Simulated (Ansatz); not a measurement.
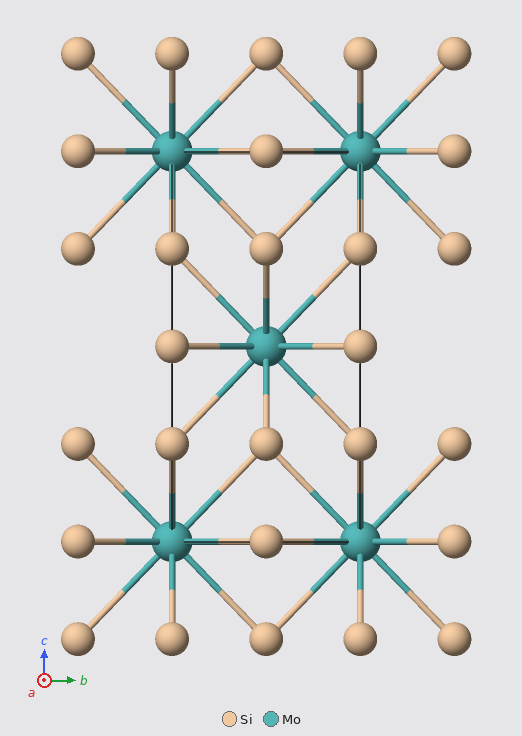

Ball-and-stick drawing of the structure, looking along the a axis. The conventional unit cell is outlined; an atom on or near a face, edge or corner is repeated at each equivalent position. A few atoms beyond the faces are included.

Lattice parameters: a = 3.763 Å, b = 3.763 Å, c = 7.803 Å, α = 90.00°, β = 90.00°, γ = 90.00°.

Contacts drawn as bonds: Mo–Si up to 3.41 Å (cut-off distances).

The composition is Si3Mo.

Question: What are the crystal system and the lattice centring?

Answer: Body-centred tetragonal.

Question: What lies around Mo?

Answer: Each Mo has twelve Si in a cuboctahedral arrangement at about 2.7 Å.

Question: What is the topology of the bonding, in broad terms?

Answer: The bonds build a three-dimensional framework.

The cell started as a textbook structure type filled with these elements (whether it is the usual form wasn't checked). What is shown is the relaxed result from DFT PBE, scalar-relativistic, plane waves, PAW in Ansatz.
